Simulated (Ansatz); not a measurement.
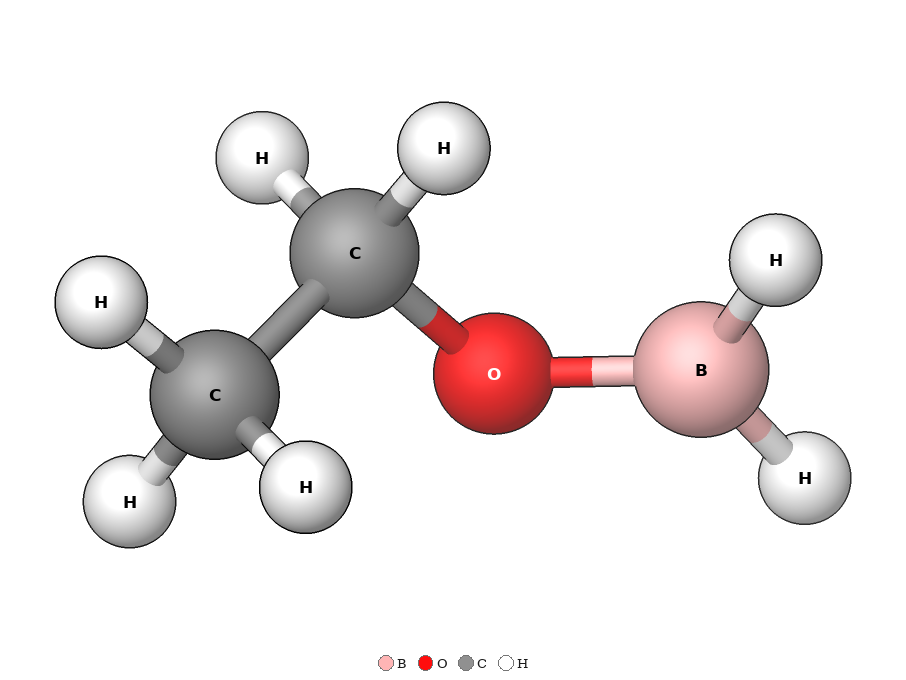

The structure as it stands in the input.

The calculation was set up as follows.

```yaml
crystal:
  periodic: [false, false, false]
  atoms:
    - {symbol: B, position_ang: [-0.401889, 1.809012, 0.647507]}
    - {symbol: O, position_ang: [-0.780789, 0.708636, -0.013833]}
    - {symbol: C, position_ang: [-0.253918, -0.576814, 0.286856]}
    - {symbol: C, position_ang: [0.532735, -1.105213, -0.886893]}
    - {symbol: H, position_ang: [-0.897307, 2.844656, 0.309147]}
    - {symbol: H, position_ang: [0.403609, 1.733130, 1.539251]}
    - {symbol: H, position_ang: [0.369558, -0.516037, 1.185583]}
    - {symbol: H, position_ang: [-1.105122, -1.228214, 0.503860]}
    - {symbol: H, position_ang: [-0.088227, -1.135529, -1.784112]}
    - {symbol: H, position_ang: [1.400164, -0.473250, -1.089526]}
    - {symbol: H, position_ang: [0.886485, -2.117379, -0.677337]}
basis:
  gaussian: {orbitals: def2-TZVP, fitting: {mean_field: def2-universal-jkfit}}
hamiltonian: {xc: {name: revPBE}, dispersion: d3bj}
output: {forces: true}
```

Command:

```sh
ansatz run in.yaml --threads 4 --pin off --events-out ev --progress --plain --max-ram 10444MiB
```

Output:

```
Functional definition: revPBE
  name "revPBE"
  cite "Zhang & Yang, Phys. Rev. Lett. 80, 890 (1998) doi:10.1103/PhysRevLett.80.890"
  cite "Perdew, Burke & Ernzerhof, Phys. Rev. Lett. 77, 3865 (1996) doi:10.1103/PhysRevLett.77.3865"
  parameter kappa = 1.245
  parameter beta = 0.06672455060314922
  exchange = pbe_x(kappa = kappa, mu = beta*pi^2/3)
  correlation = pbe_c(beta = beta)
428 factors; integrals over basis functions are off by at most 8.8e-1 eV
mean field evaluation 1: about -4902.2517 eV, gradient 6.8e1 eV
mean field evaluation 2: about -4876.8895 eV, gradient 1.2e2 eV
mean field evaluation 4: about -4912.3281 eV, gradient 9.1e0 eV
mean field evaluation 8: about -4912.4908 eV, gradient 2.4e-1 eV
mean field -4912.49098099 eV, -180.5307137454 hartree, gradient 8.3e-5 eV, S^2 0.000000; 0 other end points of the search recorded, 0 dependent functions left out
the calculation of the forces begins
reference -4912.49103807 eV, -180.5307158431 hartree; 16, 16 occupied and 150, 150 virtual orbitals, 428 factors
Total energy: -4912.92962630 eV, -180.5468336632 hartree
Atom 0 at    -0.401889     1.809012     0.647507 Å, force     0.164004     0.453419     0.277037 eV/Å
Atom 1 at    -0.780789     0.708636    -0.013833 Å, force    -0.501042     0.113482    -0.485484 eV/Å
Atom 2 at    -0.253918    -0.576814     0.286856 Å, force     0.114848    -0.358248     0.205322 eV/Å
Atom 3 at     0.532735    -1.105213    -0.886893 Å, force     0.090194    -0.073033    -0.129399 eV/Å
Atom 4 at    -0.897307     2.844656     0.309147 Å, force    -0.078602     0.152277    -0.058835 eV/Å
Atom 5 at     0.403609     1.733130     1.539251 Å, force     0.116973     0.001801     0.132796 eV/Å
Atom 6 at     0.369558    -0.516037     1.185583 Å, force     0.154744    -0.012980     0.225692 eV/Å
Atom 7 at    -1.105122    -1.228214     0.503860 Å, force    -0.213372    -0.166613     0.057482 eV/Å
Atom 8 at    -0.088227    -1.135529    -1.784112 Å, force    -0.136648    -0.015777    -0.218724 eV/Å
Atom 9 at     1.400164    -0.473250    -1.089526 Å, force     0.204122     0.143442    -0.049152 eV/Å
Atom 10 at     0.886485    -2.117379    -0.677337 Å, force     0.084780    -0.237771     0.043265 eV/Å
Dipole moment:     0.125091    -0.356448     0.017028 e Å
```

The calculation finished and met its thresholds.
